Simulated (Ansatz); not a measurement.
# doublet InSiH4F+ at 3 levels

Aim: a comparison of 3 runs (UHF/3-21G, UHF/def2-SVP, UCCSD/def2-SVP) of doublet InSiH4F+. 

Program for the calculation: Ansatz 0.2.0.

56 further runs of the same task are left out: 56 set aside as unsound or not needed.

### Step 1. The structure to begin with

InSiH4F+: 7 atoms, total charge +1, spin state doublet. SMILES of the parent species: `[F][InH][SiH3]`. The coordinates come from a PBE0-D4/def2-TZVP relaxation. That shape belongs to the parent species and isn't relaxed for this state.

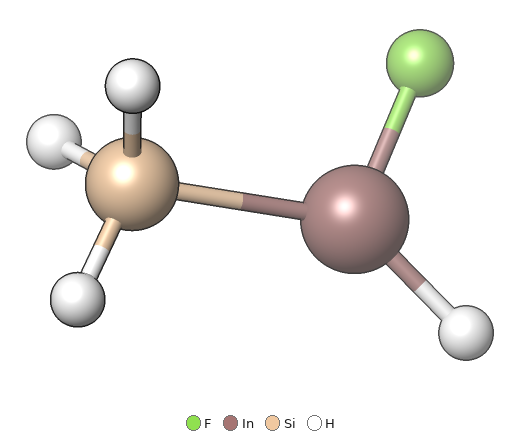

Viewed from a chosen angle; fluorine green, indium brown, silicon light orange, hydrogen white.

### Step 2. A single-point energy at UHF/3-21G (run 1)

input.yaml

```yaml
crystal:
  periodic: [false, false, false]
  atoms:
    - symbol: F
      position_ang: [-0.196000, -2.340000, 1.298800]
    - symbol: In
      position_ang: [-0.756000, -1.164900, -0.176800]
    - symbol: Si
      position_ang: [0.528000, 1.043100, -0.028600]
    - symbol: H
      position_ang: [-1.937800, -1.965900, -1.125300]
    - symbol: H
      position_ang: [1.986000, 0.765900, -0.108800]
    - symbol: H
      position_ang: [0.226000, 1.696000, 1.272200]
    - symbol: H
      position_ang: [0.149800, 1.965800, -1.131400]
basis:
  gaussian: {orbitals: 3-21G-spherical.json}
total_charge: 1
magnetization: {spin_polarized: true, initial_magnetization: 1}
hamiltonian: {xc: hf}
accuracy: high
output: {orbitals: {seedname: orbitals}}
```

The basis set 3-21G is read from a file made from the Basis Set Exchange's data (not shown).

Launch:

```console
$ ansatz run input.yaml --threads 1 --pin off --max-ram 3480MiB --events-out events.jsonl --progress --plain --runs-dir runs
```

Log:

```text
Warning: RAYON_NUM_THREADS=1 ignored (pool sized by the plan → 1); use --threads N
Functional definition: HF
  name "HF"
  exchange = exact_x
  correlation = 0
1268 factors; integrals over basis functions are off by at most 5.7e-9 eV
mean field evaluation 1: about -166065.3877 eV, gradient 4.1e1 eV
mean field evaluation 2: about -166065.4154 eV, gradient 4.1e1 eV
mean field evaluation 4: about -166071.3574 eV, gradient 3.9e0 eV
mean field evaluation 8: about -166071.5304 eV, gradient 2.9e-1 eV
mean field evaluation 16: about -166071.5341 eV, gradient 3.1e-8 eV
mean field evaluation 32: about -166070.5928 eV, gradient 5.4e0 eV
mean field evaluation 64: about -166071.3368 eV, gradient 4.2e-1 eV
mean field evaluation 96: about -166071.3492 eV, gradient 8.3e-2 eV
mean field evaluation 128: about -166068.0219 eV, gradient 5.1e0 eV
mean field -166071.53409952 eV, -6103.0163108285 hartree, gradient 3.1e-8 eV, S^2 0.801165; 2 other end points of the search recorded, 0 dependent functions left out
reference -166071.53409952 eV, -6103.0163108285 hartree; 38, 37 occupied and 23, 24 virtual orbitals, 1268 factors
Total energy: -166071.53409952 eV, -6103.0163108285 hartree
```

Run time: 5.7 s. Hardware: 1 thread of Arm Neoverse V2, shared host; peak memory 0.23 GiB.

### Step 3. A single-point energy at UHF/def2-SVP (core potential) (run 2)

molecule.yaml

```yaml
crystal:
  periodic: [false, false, false]
  atoms:
    - {symbol: F, position_ang: [-0.196000, -2.340000, 1.298800]}
    - {symbol: In, position_ang: [-0.756000, -1.164900, -0.176800]}
    - {symbol: Si, position_ang: [0.528000, 1.043100, -0.028600]}
    - {symbol: H, position_ang: [-1.937800, -1.965900, -1.125300]}
    - {symbol: H, position_ang: [1.986000, 0.765900, -0.108800]}
    - {symbol: H, position_ang: [0.226000, 1.696000, 1.272200]}
    - {symbol: H, position_ang: [0.149800, 1.965800, -1.131400]}
basis:
  gaussian:
    orbitals: def2-SVP
total_charge: 1
magnetization:
  spin_polarized: true
  initial_magnetization: 1
hamiltonian:
  xc: hf
accuracy: high
output:
  orbitals: {seedname: orbitals}
```

Launch:

```console
$ ansatz run molecule.yaml --threads 1 --pin off --max-ram 3480MiB --events-out events.jsonl --progress --plain --runs-dir runs
```

Log:

```text
Warning: RAYON_NUM_THREADS=1 ignored (pool sized by the plan → 1); use --threads N
[... 4 set-up lines as earlier in the session ...]
1767 factors; integrals over basis functions are off by at most 7.9e-9 eV
mean field evaluation 1: about -15758.8274 eV, gradient 4.2e1 eV
mean field evaluation 2: about -15758.8391 eV, gradient 4.2e1 eV
mean field evaluation 4: about -15765.8749 eV, gradient 4.1e0 eV
mean field evaluation 8: about -15766.0931 eV, gradient 2.7e-1 eV
mean field evaluation 16: about -15766.0954 eV, gradient 2.9e-8 eV
mean field evaluation 32: about -15762.3752 eV, gradient 1.3e1 eV
mean field evaluation 64: about -15765.8030 eV, gradient 1.6e0 eV
mean field evaluation 96: about -15760.8987 eV, gradient 2.5e0 eV
mean field evaluation 128: about -15757.5232 eV, gradient 8.5e0 eV
mean field -15766.09535743 eV, -579.3933177423 hartree, gradient 2.9e-8 eV, S^2 0.808346; 3 other end points of the search recorded, 0 dependent functions left out
reference -15766.09535743 eV, -579.3933177423 hartree; 24, 23 occupied and 54, 55 virtual orbitals, 1767 factors
Total energy: -15766.09535743 eV, -579.3933177423 hartree
```

Run time: 5.7 s. Hardware: 1 thread of Arm Neoverse V2, shared host; peak memory 0.27 GiB.

### Step 4. The energy at UCCSD/def2-SVP (core potential) (run 3)

Edit molecule.yaml of step 3 so:

```diff
@@ -11,12 +11,7 @@
 basis:
-  gaussian:
-    orbitals: def2-SVP
+  gaussian: {orbitals: def2-SVP}
 total_charge: 1
-magnetization:
-  spin_polarized: true
-  initial_magnetization: 1
-hamiltonian:
-  xc: hf
+magnetization: {spin_polarized: true, initial_magnetization: 1}
+correlation: {method: ccsd, frozen_orbitals: {F: 1, H: 0, In: 4, Si: 5}}
 accuracy: high
-output:
-  orbitals: {seedname: orbitals}
+scf: {omitted_lower_state_checks: [cluster_reference, increment]}
```

Launch:

```console
$ ansatz run molecule.yaml --threads 1 --pin off --max-ram 3480MiB --events-out events.jsonl --progress --plain --runs-dir runs
```

Log, shortened:

```text
Warning: RAYON_NUM_THREADS=1 ignored (pool sized by the plan → 1); use --threads N
[... 2 set-up lines as earlier in the session ...]
[...]
1767 factors; integrals over basis functions are off by at most 7.9e-9 eV
[...]
mean field -15766.09535743 eV, -579.3933177423 hartree, gradient 2.9e-8 eV, S^2 0.808346; 6 other end points of the search recorded, 0 dependent functions left out
10 core orbitals not correlated: weight in the atoms' cores, before any rotation towards them, 1.000 or more for the frozen orbitals, at most 0.000 for the correlated occupied ones
reference -15766.09535743 eV, -579.3933177423 hartree; 14, 13 occupied and 54, 55 virtual orbitals, 1767 factors
second order -9.88540116 eV of doubles, -0.00000000 eV of singles
cycle   1  -10.33277631 eV  change   -4.5e-1 eV  update   1.3e-1
[...]
cycle  33  -10.93522646 eV  change  -7.3e-10 eV  update   1.3e-9
Total energy: -15777.03058389 eV, -579.7951799027 hartree
Checks for a lower state left out: cluster_reference, increment
```

Run time: 46 s. Hardware: 1 thread of Arm Neoverse V2, shared host; peak memory 0.68 GiB.

### Step 5. The series

| run | level | core potential | frozen core orbitals | energy (Eh) | HOMO energy (eV) | LUMO energy (eV) | ⟨S²⟩ | wall time |
| --- | --- | --- | --- | --- | --- | --- | --- | --- |
| 1 | UHF/3-21G | none | – | -6103.016311 | -17.26 | -8.90 | 0.801 | 5.7 s |
| 2 | UHF/def2-SVP (core potential) | def2-SVP | – | -579.393318 | -17.67 | -8.71 | 0.808 | 5.7 s |
| 3 | UCCSD/def2-SVP (core potential) | def2-SVP | 10 | -579.795180 | – | – | 0.808 | 46 s |

### Step 6. Summary of results

| quantity | value |
| --- | --- |
| run 3: total energy | -579.79518 Eh |
| run 3: correlation energy (10 core orbitals frozen) | -401.9 mEh |
| run 3: ⟨S²⟩ of the reference determinant | 0.808 |
| run 3: T1 diagnostic | 0.026 |

**Reading.** Some runs of one species differ in core potentials or relativity; totals across that change don't compare. In run 1 relativity is left out where basis or elements ask for it. All runs together took 57 s, the longest 46 s.
